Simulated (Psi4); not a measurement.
# AlClF2 (SMILES [F][Al]([F])[Cl]): B3LYP/6-31G(d) (Cartesian functions)

What is the vertical singlet–triplet gap of AlClF2 at B3LYP/6-31G* (Cartesian functions)? 

The results are computed with Psi4 1.11.

**1. Starting point**

AlClF2 has 4 atoms, charge 0, and is taken as a singlet. As SMILES, `[F][Al]([F])[Cl]`. The shape is that of a PBE0-D4/def2-TZVP optimisation.

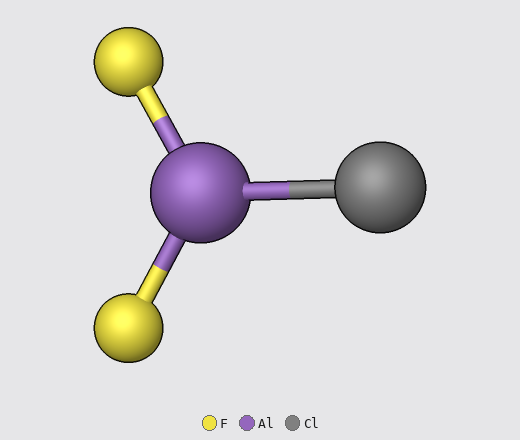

The structure, seen from a chosen angle (fluorine yellow, aluminium purple, chlorine grey).

**2. Energy and forces at B3LYP/6-31G(d) (Cartesian functions)**

The input, alclf2.json:

```json
{
 "schema_name": "qcschema_input",
 "schema_version": 1,
 "molecule": {
  "schema_name": "qcschema_molecule",
  "schema_version": 2,
  "symbols": ["F", "Al", "F", "Cl"],
  "geometry": [1.88443489, 1.36392873, 2.17250474, 0.13092023, -0.0959036, 0.10123263, 0.5168212, -3.12526686, -0.3111623, -2.53219521, 1.85724173, -1.96259396],
  "molecular_charge": 0,
  "molecular_multiplicity": 1,
  "fix_symmetry": "c1"
 },
 "driver": "gradient",
 "model": {
  "method": "b3lyp",
  "basis": "6-31G*"
 },
 "keywords": {
  "reference": "rks",
  "puream": false,
  "e_convergence": 1e-09,
  "d_convergence": 1e-08,
  "scf_type": "pk",
  "dft_radial_points": 99,
  "dft_spherical_points": 590,
  "scf_properties": ["DIPOLE", "MULLIKEN_CHARGES", "WIBERG_LOWDIN_INDICES"]
 }
}
```

Started as:

```sh
$ psi4 --qcschema alclf2.json -n 1 --memory 2200MB
```

stdout:

```text
[...]
  Running in c1 symmetry.
[...]
  Nuclear repulsion =  198.347935375407332
[...]
  Multiplicity = 1
[...]
  Nalpha       = 24
  Nbeta        = 24
[...]
    Number of basis functions: 68
[...]
   @RKS iter   1:  -902.37933799734367   -4.96672e-01   9.60042e-03 ADIIS/DIIS
[...]
   @RKS iter  11:  -902.52612586685552    3.41061e-13   1.41399e-09 DIIS
[...]
    Orbital Energies [Eh]
    ---------------------
    Doubly Occupied:
       1A   -101.556100     2A    -56.122340     3A    -24.689156
       4A    -24.689149     5A     -9.475057     6A     -7.235387
       7A     -7.231077     8A     -7.230306     9A     -4.210055
      10A     -2.766876    11A     -2.761798    12A     -2.761205
      13A     -1.169436    14A     -1.160699    15A     -0.837652
      16A     -0.498048    17A     -0.458095    18A     -0.441354
      19A     -0.434858    20A     -0.417122    21A     -0.412305
      22A     -0.404940    23A     -0.356213    24A     -0.348800
[...]
  @RKS Final Energy:  -902.52612586685552
   => Energetics <=
    Nuclear Repulsion Energy =            198.3479353754073315
    One-Electron Energy =               -1647.2851827042677542
    Two-Electron Energy =                 601.2702428983853906
    DFT Exchange-Correlation Energy =     -54.8591214363805690
    Empirical Dispersion Energy =           0.0000000000000000
    VV10 Nonlocal Energy =                  0.0000000000000000
    Total Energy =                       -902.5261258668555229
[...]
 Multipole Moments:
 ------------------------------------------------------------------------------------
     Multipole            Electronic (a.u.)      Nuclear  (a.u.)        Total (a.u.)
 ------------------------------------------------------------------------------------
 L = 1.  Multiply by 2.5417464519 to convert [e a0] to [Debye]
 Dipole X            :          0.7923186           -0.8142203           -0.0219017
 Dipole Y            :         -0.5809289            0.5972125            0.0162836
 Dipole Z            :          0.6137062           -0.6311056           -0.0173994
 Magnitude           :                                                    0.0323663
[...]
  Mulliken Charges: (a.u.)
   Center  Symbol    Alpha    Beta     Spin     Total
       1     F     4.71149  4.71149  0.00000 -0.42298
       2    AL     5.97083  5.97083  0.00000  1.05833
       3     F     4.71149  4.71149  0.00000 -0.42298
       4    CL     8.60618  8.60618  0.00000 -0.21236
   Total alpha = 24.00000, Total beta = 24.00000, Total charge =  0.00000
  Wiberg Bond Indices using Orthogonal Lowdin Orbitals:
[...]
  -Total Gradient:
     Atom            X                  Y                   Z
    ------   -----------------  -----------------  -----------------
       1       -0.004022007724    -0.003163046275    -0.004696443977
       2       -0.000417029519     0.000310337185    -0.000338205391
       3       -0.000979223488     0.006829108870     0.000830521773
       4        0.005375663785    -0.003944915643     0.004170672460
[...]
```

The result, in JSON:

```text
{
 "driver": "gradient",
 "model": {
  "method": "b3lyp",
  "basis": "6-31G*"
 },
 "success": true,
 "return_result": [-0.00402200772391223, -0.0031630462746298355, -0.0046964439766405824, -0.0004170295185335453, 0.0003103371851143136, -0.00033820539069736796, -0.0009792234879461466, 0.006829108870060635, 0.0008305217731804058, 0.005375663785180049, -0.003944915642613109, 0.004170672460205069],
 "properties": {
  "calcinfo_nbasis": 68,
  "calcinfo_nmo": 68,
  "calcinfo_nalpha": 24,
  "calcinfo_nbeta": 24,
  "calcinfo_natom": 4,
  "nuclear_repulsion_energy": 198.34793537540733,
  "return_energy": -902.5261258668555,
  "return_gradient": [-0.00402200772391223, -0.0031630462746298355, -0.0046964439766405824, -0.0004170295185335453, 0.0003103371851143136, -0.00033820539069736796, -0.0009792234879461466, 0.006829108870060635, 0.0008305217731804058, 0.005375663785180049, -0.003944915642613109, 0.004170672460205069],
  "scf_one_electron_energy": -1647.2851827042678,
  "scf_two_electron_energy": 601.2702428983854,
  "scf_xc_energy": -54.85912143638057,
  "scf_dipole_moment": [-0.021901668796176388, 0.016283622396479736, -0.017399357549817474],
  "scf_total_energy": -902.5261258668555,
  "scf_total_gradient": [-0.00402200772391223, -0.0031630462746298355, -0.0046964439766405824, -0.0004170295185335453, 0.0003103371851143136, -0.00033820539069736796, -0.0009792234879461466, 0.006829108870060635, 0.0008305217731804058, 0.005375663785180049, -0.003944915642613109, 0.004170672460205069],
  "scf_iterations": 11
 }
}
```

Wall time 20 s (1 thread of Intel Xeon at 2.50GHz (Skylake/Cascade Lake), shared host); peak memory 0.6 GiB.

**3. The triplet, same level**

The input, job.py:

```python
import psi4

psi4.set_memory('2200 MB')
psi4.set_num_threads(1)
psi4.set_output_file('run.log', False)

mol = psi4.geometry("""
0 3
F      1.88443489     1.36392873     2.17250474
Al     0.13092023    -0.09590360     0.10123263
F      0.51682120    -3.12526686    -0.31116230
Cl    -2.53219521     1.85724173    -1.96259396
units bohr
symmetry c1
""")

options = {'reference': 'uks', 'puream': False, 'e_convergence': 1e-09, 'd_convergence': 1e-08, 'scf_type': 'pk', 'dft_radial_points': 99, 'dft_spherical_points': 590, 'maxiter': 100}
psi4.set_options(options)

E, wfn = psi4.gradient('b3lyp/6-31G*', molecule=mol, return_wfn=True)
psi4.oeprop(wfn, 'MULLIKEN_CHARGES', 'WIBERG_LOWDIN_INDICES', 'MAYER_INDICES')
print('gradient / Eh bohr^-1')
print(E.np.round(6))
print(f'energy = {wfn.energy():.10f} Eh')
for k, v in sorted(psi4.core.scalar_variables().items()):
    print(f'{k:45s} {v:18.10f}')
```

Started as:

```sh
$ python job.py
```

run.log (excerpt; [...] marks lines left out):

```text
[...]
  Running in c1 symmetry.
[...]
  Nuclear repulsion =  198.347935375407332
[...]
  Multiplicity = 3
[...]
  Nalpha       = 25
  Nbeta        = 23
[...]
    Number of basis functions: 68
[...]
   @UKS iter   1:  -902.07023172880031   -1.87566e-01   1.02819e-02 DIIS/ADIIS
[...]
   @UKS iter  16:  -902.27015049059742   -1.02318e-12   5.89672e-09 DIIS
[...]
   @S^2 Observed:                2.004113440E+00
[...]
  @UKS Final Energy:  -902.27015049059742
   => Energetics <=
    Nuclear Repulsion Energy =            198.3479353754073315
    One-Electron Energy =               -1645.9347091890228967
    Two-Electron Energy =                 600.0919017661552743
    DFT Exchange-Correlation Energy =     -54.7752784431371396
    Empirical Dispersion Energy =           0.0000000000000000
    VV10 Nonlocal Energy =                  0.0000000000000000
    Total Energy =                       -902.2701504905974161
[...]
 Multipole Moments:
 ------------------------------------------------------------------------------------
     Multipole            Electronic (a.u.)      Nuclear  (a.u.)        Total (a.u.)
 ------------------------------------------------------------------------------------
 L = 1.  Multiply by 2.5417464519 to convert [e a0] to [Debye]
 Dipole X            :         -0.0135308           -0.8142203           -0.8277511
 Dipole Y            :          0.0094233            0.5972125            0.6066358
 Dipole Z            :         -0.0095707           -0.6311056           -0.6406762
 Magnitude           :                                                    1.2098119
[...]
  -Total Gradient:
     Atom            X                  Y                   Z
    ------   -----------------  -----------------  -----------------
       1       -0.020817485932    -0.021986997029    -0.025822897461
       2       -0.037352775642     0.027351962781    -0.028873543631
       3       -0.002256793703     0.038942839062     0.007885531006
       4        0.060384296278    -0.044276195701     0.046777318463
[...]
  Mulliken Charges: (a.u.)
   Center  Symbol    Alpha    Beta     Spin     Total
       1     F     4.74469  4.57413  0.17056 -0.31882
       2    AL     6.81340  5.84581  0.96759  0.34079
       3     F     4.74469  4.57414  0.17055 -0.31882
       4    CL     8.69723  8.00592  0.69131  0.29685
   Total alpha = 25.00000, Total beta = 23.00000, Total charge = -0.00000
[...]
```

The script printed:

```text
gradient / Eh bohr^-1
[[-0.020817 -0.021987 -0.025823]
 [-0.037353  0.027352 -0.028874]
 [-0.002257  0.038943  0.007886]
 [ 0.060384 -0.044276  0.046777]]
energy = -902.2701504906 Eh
CURRENT ENERGY                                   -902.2701504906
CURRENT REFERENCE ENERGY                         -902.2701504906
DD SOLVATION ENERGY                                 0.0000000000
DFT FUNCTIONAL TOTAL ENERGY                      -902.2701504906
DFT TOTAL ENERGY                                 -902.2701504906
DFT VV10 ENERGY                                     0.0000000000
DFT XC ENERGY                                     -54.7752784431
GRID ELECTRONS ALPHA                               25.0000034483
GRID ELECTRONS BETA                                23.0000032434
GRID ELECTRONS TOTAL                               48.0000066918
NUCLEAR REPULSION ENERGY                          198.3479353754
ONE-ELECTRON ENERGY                             -1645.9347091890
PCM POLARIZATION ENERGY                             0.0000000000
PE ENERGY                                           0.0000000000
SCF ITERATION ENERGY                             -902.2701504906
SCF ITERATIONS                                     16.0000000000
SCF TOTAL ENERGY                                 -902.2701504906
TWO-ELECTRON ENERGY                               600.0919017662
XC GRID RADIAL POINTS                              99.0000000000
XC GRID SPHERICAL POINTS                          590.0000000000
XC GRID TOTAL POINTS                           223617.0000000000
```

It took 40 s on 1 thread of Intel Xeon at 2.50GHz (Skylake/Cascade Lake), shared host; peak memory 0.6 GiB.

**4. Summary of results**

At B3LYP/6-31G* (Cartesian functions):

| quantity | value |
| --- | --- |
| singlet: total energy | -902.52613 Eh |
| singlet: dipole moment | 0.08 D |
| singlet: HOMO energy | -9.49 eV |
| singlet: LUMO energy | -1.59 eV |
| singlet: HOMO–LUMO gap | 7.90 eV |
| singlet: largest force on an atom | 0.404 eV/Å |
| triplet: total energy | -902.27015 Eh |
| triplet: dipole moment | 3.08 D |
| triplet: HOMO energy (highest over α and β) | -3.28 eV |
| triplet: ⟨S²⟩ | 2.004 |
| triplet: largest force on an atom | 4.540 eV/Å |
| vertical energy of the triplet above the singlet | 6.965 eV |

**Reading.** At this shape the triplet lies 6.97 eV (672 kJ/mol) above the singlet. The largest force (singlet) is 0.40 eV/Å: the shape isn't a stationary point for this species at this level. Mulliken charges (singlet) run from -0.42 on F1 to +1.06 on Al2; they depend strongly on the basis.
